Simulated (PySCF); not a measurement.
# CH2N+: field gradients at the nuclei

How much do the quadrupole couplings of CH2N+ depend on the level of theory? Each job file holds the settings and the coordinates that a driver script hands to the program.

Program: PySCF 2.14.0, density-fitted response routines. Level of theory: the levels named in each step. These are calculated values, not measurements.

## 1. The structure to begin with

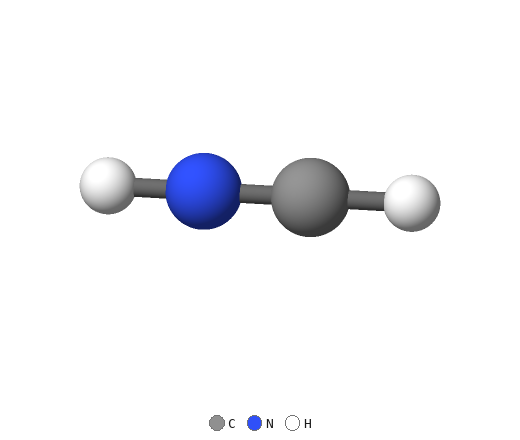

Start, viewed from a chosen angle; carbon grey, nitrogen blue, hydrogen white.

Coordinates:

```xyz
4

C     0.0000    0.0000   -0.5518
N     0.0000    0.0000    0.5813
H     0.0000    0.0000   -1.6263
H     0.0000    0.0000    1.5968
```

## 2. Geometry, PBE0-D3(BJ)/def2-TZVP

job.txt

```
{"job": {"xc": "PBE0", "basis": "def2-TZVP", "d3": "d3bj", "grid": 2, "kind": "geom"}, "charge": 1, "multiplicity": 1}
C      0.000000     0.000000    -0.551760
N      0.000000     0.000000     0.581250
H      0.000000     0.000000    -1.626300
H      0.000000     0.000000     1.596810
```

Log:

```text
step   0  E = -93.62834232  max force = 0.018705
step   1  E = -93.62844474  max force = 0.000453
step   2  E = -93.62844493  max force = 0.000010
optimisation converged
```

It took 2.3 s on 2 threads of Intel Xeon 6975P-C (Granite Rapids), shared host.

It ended at:

```xyz
4

C     0.0000    0.0000   -0.5473
N     0.0000    0.0000    0.5813
H     0.0000    0.0000   -1.6303
H     0.0000    0.0000    1.5963
```

## 3. Field gradients, PBE0/pcJ-2

job.txt

```
{"job": {"kind": "efgt", "xc": "PBE0", "basis": "pcJ-2"}, "charge": 1, "multiplicity": 1}
C      0.000000     0.000000    -0.547268
N     -0.000000    -0.000000     0.581293
H      0.000000     0.000000    -1.630326
H     -0.000000    -0.000000     1.596301
```

Log:

```text
coarse grid: 3392 points
cycle   1  E = -93.6184372397  dE =  5.472e-01  |g| = 2.275e-01  |ddm| = 1.197e+00
cycle   2  E = -93.6183418023  dE =  9.544e-05  |g| = 2.566e-01  |ddm| = 2.096e-01
cycle   3  E = -93.6285718667  dE = -1.023e-02  |g| = 1.329e-01  |ddm| = 1.280e-01
cycle   4  E = -93.6320667597  dE = -3.495e-03  |g| = 9.970e-03  |ddm| = 4.417e-02
cycle   5  E = -93.6320840304  dE = -1.727e-05  |g| = 3.332e-03  |ddm| = 5.546e-03
cycle   6  E = -93.6320863514  dE = -2.321e-06  |g| = 2.460e-04  |ddm| = 1.459e-03
final grid: 47640 points
cycle   7  E = -93.6316008338  dE = -5.517e-05  |g| = 3.423e-03  |ddm| = 3.490e-02
cycle   8  E = -93.6316018496  dE = -1.016e-06  |g| = 2.149e-03  |ddm| = 2.868e-03
cycle   9  E = -93.6316028290  dE = -9.793e-07  |g| = 2.283e-04  |ddm| = 1.032e-03
cycle  10  E = -93.6316028383  dE = -9.288e-09  |g| = 4.889e-05  |ddm| = 9.423e-05
cycle  11  E = -93.6316028380  dE =  2.067e-10  |g| = 5.658e-05  |ddm| = 3.406e-05
cycle  12  E = -93.6316028387  dE = -6.599e-10  |g| = 4.009e-07  |ddm| = 1.885e-05
converged SCF energy = -93.6316028387

Field-gradient tensors (au): xx yy zz xy xz yz
  0 C     0.27058    0.27058   -0.54117   -0.00000    0.00000    0.00000
  1 N     0.04876    0.04876   -0.09753    0.00000    0.00000   -0.00000
  2 H    -0.13202   -0.13202    0.26405    0.00000   -0.00000   -0.00000
  3 H    -0.16936   -0.16936    0.33872   -0.00000   -0.00000    0.00000
```

It took 1.3 s on 2 threads of Intel Xeon 6975P-C (Granite Rapids), shared host.

## 4. Field gradients, PBE/def2-TZVPP

job.txt

```
{"job": {"kind": "efgt", "xc": "PBE", "basis": "def2-TZVPP"}, "charge": 1, "multiplicity": 1}
C      0.000000     0.000000    -0.547268
N     -0.000000    -0.000000     0.581293
H      0.000000     0.000000    -1.630326
H     -0.000000    -0.000000     1.596301
```

Log:

```text
coarse grid: 3392 points
cycle   1  E = -93.6243234031  dE =  5.200e-01  |g| = 2.138e-01  |ddm| = 1.502e+00
cycle   2  E = -93.6114674984  dE =  1.286e-02  |g| = 3.263e-01  |ddm| = 4.106e-01
cycle   3  E = -93.6249784807  dE = -1.351e-02  |g| = 1.951e-01  |ddm| = 2.063e-01
cycle   4  E = -93.6331053621  dE = -8.127e-03  |g| = 1.232e-02  |ddm| = 9.033e-02
cycle   5  E = -93.6331372052  dE = -3.184e-05  |g| = 4.436e-03  |ddm| = 9.755e-03
cycle   6  E = -93.6331417603  dE = -4.555e-06  |g| = 4.479e-04  |ddm| = 2.871e-03
final grid: 47640 points
cycle   7  E = -93.6271771436  dE = -3.024e-05  |g| = 5.156e-03  |ddm| = 5.252e-02
cycle   8  E = -93.6271746650  dE =  2.479e-06  |g| = 5.850e-03  |ddm| = 6.606e-03
cycle   9  E = -93.6271798314  dE = -5.166e-06  |g| = 3.908e-03  |ddm| = 4.217e-03
cycle  10  E = -93.6271829913  dE = -3.160e-06  |g| = 4.164e-04  |ddm| = 1.670e-03
cycle  11  E = -93.6271830248  dE = -3.344e-08  |g| = 1.385e-05  |ddm| = 2.867e-04
cycle  12  E = -93.6271830248  dE = -3.676e-11  |g| = 8.526e-07  |ddm| = 1.684e-05
converged SCF energy = -93.6271830248

Field-gradient tensors (au): xx yy zz xy xz yz
  0 C     0.26517    0.26517   -0.53034    0.00000   -0.00000    0.00000
  1 N     0.05008    0.05008   -0.10016    0.00000    0.00000   -0.00000
  2 H    -0.13552   -0.13552    0.27103    0.00000   -0.00000    0.00000
  3 H    -0.17435   -0.17435    0.34869    0.00000    0.00000   -0.00000
```

It took 0.9 s on 2 threads of Intel Xeon 6975P-C (Granite Rapids), shared host.

## 5. Field gradients, B3LYP/def2-TZVPP

job.txt

```
{"job": {"kind": "efgt", "xc": "B3LYP", "basis": "def2-TZVPP"}, "charge": 1, "multiplicity": 1}
C      0.000000     0.000000    -0.547268
N     -0.000000    -0.000000     0.581293
H      0.000000     0.000000    -1.630326
H     -0.000000    -0.000000     1.596301
```

Log:

```text
coarse grid: 3392 points
cycle   1  E = -93.7367193547  dE =  5.437e-01  |g| = 2.167e-01  |ddm| = 1.504e+00
cycle   2  E = -93.7275044586  dE =  9.215e-03  |g| = 3.188e-01  |ddm| = 3.605e-01
cycle   3  E = -93.7460696884  dE = -1.857e-02  |g| = 1.136e-01  |ddm| = 1.716e-01
cycle   4  E = -93.7486746205  dE = -2.605e-03  |g| = 6.809e-03  |ddm| = 5.442e-02
cycle   5  E = -93.7486822084  dE = -7.588e-06  |g| = 2.972e-03  |ddm| = 6.398e-03
final grid: 47640 points
cycle   6  E = -93.7459070037  dE = -1.831e-05  |g| = 4.579e-03  |ddm| = 3.638e-02
cycle   7  E = -93.7459055050  dE =  1.499e-06  |g| = 5.259e-03  |ddm| = 5.177e-03
cycle   8  E = -93.7459106310  dE = -5.126e-06  |g| = 2.544e-03  |ddm| = 3.279e-03
cycle   9  E = -93.7459119260  dE = -1.295e-06  |g| = 1.207e-04  |ddm| = 1.038e-03
cycle  10  E = -93.7459119287  dE = -2.645e-09  |g| = 1.132e-05  |ddm| = 9.916e-05
cycle  11  E = -93.7459119287  dE = -2.163e-11  |g| = 8.162e-07  |ddm| = 1.058e-05
converged SCF energy = -93.7459119287

Field-gradient tensors (au): xx yy zz xy xz yz
  0 C     0.29238    0.29238   -0.58475   -0.00000   -0.00000   -0.00000
  1 N     0.06981    0.06981   -0.13962    0.00000    0.00000   -0.00000
  2 H    -0.13228   -0.13228    0.26456    0.00000   -0.00000    0.00000
  3 H    -0.17142   -0.17142    0.34284    0.00000    0.00000   -0.00000
```

Wall time 0.7 s (2 threads of Intel Xeon 6975P-C (Granite Rapids), shared host).

## 6. Field gradients, CAM-B3LYP/def2-TZVPP

job.txt

```
{"job": {"kind": "efgt", "xc": "CAM-B3LYP", "basis": "def2-TZVPP"}, "charge": 1, "multiplicity": 1}
C      0.000000     0.000000    -0.547268
N     -0.000000    -0.000000     0.581293
H      0.000000     0.000000    -1.630326
H     -0.000000    -0.000000     1.596301
```

Log:

```text
coarse grid: 3392 points
cycle   1  E = -93.6769596450  dE =  5.533e-01  |g| = 2.650e-01  |ddm| = 1.492e+00
cycle   2  E = -93.6845645929  dE = -7.605e-03  |g| = 2.666e-01  |ddm| = 3.363e-01
cycle   3  E = -93.6970415560  dE = -1.248e-02  |g| = 1.018e-01  |ddm| = 1.454e-01
cycle   4  E = -93.6989522350  dE = -1.911e-03  |g| = 1.476e-02  |ddm| = 5.080e-02
cycle   5  E = -93.6989942337  dE = -4.200e-05  |g| = 2.413e-03  |ddm| = 1.098e-02
cycle   6  E = -93.6989954078  dE = -1.174e-06  |g| = 2.563e-04  |ddm| = 3.063e-03
final grid: 47640 points
cycle   7  E = -93.6966082552  dE = -1.373e-05  |g| = 1.528e-03  |ddm| = 3.248e-02
cycle   8  E = -93.6966085680  dE = -3.128e-07  |g| = 7.299e-04  |ddm| = 1.883e-03
cycle   9  E = -93.6966086734  dE = -1.054e-07  |g| = 9.580e-05  |ddm| = 4.687e-04
cycle  10  E = -93.6966086751  dE = -1.713e-09  |g| = 5.178e-05  |ddm| = 1.097e-04
cycle  11  E = -93.6966086755  dE = -4.245e-10  |g| = 1.986e-05  |ddm| = 2.871e-05
converged SCF energy = -93.6966086755

Field-gradient tensors (au): xx yy zz xy xz yz
  0 C     0.29840    0.29840   -0.59679   -0.00000   -0.00000   -0.00000
  1 N     0.07299    0.07299   -0.14598   -0.00000    0.00000   -0.00000
  2 H    -0.13276   -0.13276    0.26552    0.00000   -0.00000    0.00000
  3 H    -0.17205   -0.17205    0.34409    0.00000    0.00000   -0.00000
```

It took 0.7 s on 2 threads of Intel Xeon 6975P-C (Granite Rapids), shared host.

## 7. Field gradients, HF/def2-TZVPP

job.txt

```
{"job": {"kind": "efgt", "xc": "HF", "basis": "def2-TZVPP"}, "charge": 1, "multiplicity": 1}
C      0.000000     0.000000    -0.547268
N     -0.000000    -0.000000     0.581293
H      0.000000     0.000000    -1.630326
H     -0.000000    -0.000000     1.596301
```

Log:

```text
final grid: 47640 points
cycle   1  E = -93.1436261492  dE =  6.231e-01  |g| = 4.066e-01  |ddm| = 1.404e+00
cycle   2  E = -93.1952669803  dE = -5.164e-02  |g| = 1.398e-01  |ddm| = 3.539e-01
cycle   3  E = -93.1991418816  dE = -3.875e-03  |g| = 4.734e-02  |ddm| = 1.139e-01
cycle   4  E = -93.1996018799  dE = -4.600e-04  |g| = 2.199e-02  |ddm| = 3.450e-02
cycle   5  E = -93.1996977611  dE = -9.588e-05  |g| = 1.687e-03  |ddm| = 1.138e-02
cycle   6  E = -93.1996988282  dE = -1.067e-06  |g| = 3.969e-04  |ddm| = 2.726e-03
cycle   7  E = -93.1996988688  dE = -4.060e-08  |g| = 7.193e-05  |ddm| = 4.370e-04
cycle   8  E = -93.1996988704  dE = -1.607e-09  |g| = 1.330e-05  |ddm| = 9.273e-05
cycle   9  E = -93.1996988704  dE = -5.325e-11  |g| = 1.025e-06  |ddm| = 1.242e-05
converged SCF energy = -93.1996988704

Field-gradient tensors (au): xx yy zz xy xz yz
  0 C     0.32896    0.32896   -0.65792   -0.00000   -0.00000    0.00000
  1 N     0.08505    0.08505   -0.17011    0.00000    0.00000   -0.00000
  2 H    -0.13275   -0.13275    0.26551    0.00000    0.00000    0.00000
  3 H    -0.17100   -0.17100    0.34201   -0.00000   -0.00000   -0.00000
```

It took 0.2 s on 2 threads of Intel Xeon 6975P-C (Granite Rapids), shared host.

## 8. The levels side by side

Largest principal value Vzz, in atomic units:

```tsv
atom	PBE0/pcJ-2	PBE/def2-TZVPP	B3LYP/def2-TZVPP	CAM-B3LYP/def2-TZVPP	HF/def2-TZVPP
C1	-0.5412	-0.5303	-0.5848	-0.5968	-0.6579
N2	-0.0975	-0.1002	-0.1396	-0.1460	-0.1701
H3	0.2640	0.2710	0.2646	0.2655	0.2655
H4	0.3387	0.3487	0.3428	0.3441	0.3420
CPU time	3.4 s	2.5 s	1.9 s	2 s	0.4 s
```

Couplings eQVzz/h in MHz (234.9647 × Q in barn × Vzz), with Q = 0.02044 (14N), 0.00285783 (2H):

```tsv
nucleus	PBE0/pcJ-2	PBE/def2-TZVPP	B3LYP/def2-TZVPP	CAM-B3LYP/def2-TZVPP	HF/def2-TZVPP
14N (atom 2)	-0.468	-0.481	-0.671	-0.701	-0.817
2H (atom 3)	0.177	0.182	0.178	0.178	0.178
2H (atom 4)	0.227	0.234	0.230	0.231	0.230
```

## 9. Outcome

| quantity | value |
| --- | --- |
| coupling of 14N (atom 2), PBE0/pcJ-2 | -0.468 MHz |
| coupling of 2H (atom 3), PBE0/pcJ-2 | 0.177 MHz |
| coupling of 2H (atom 4), PBE0/pcJ-2 | 0.227 MHz |

What this shows: The largest coupling, that of 14N, runs from -0.817 (HF/def2-TZVPP) to -0.468 MHz (PBE0/pcJ-2). The gradients are non-relativistic, at the equilibrium geometry and in principal axes; measured couplings hold vibrational averaging and refer to the inertial axes. The def2 sets are stiff near the nuclei, which limits their accuracy.
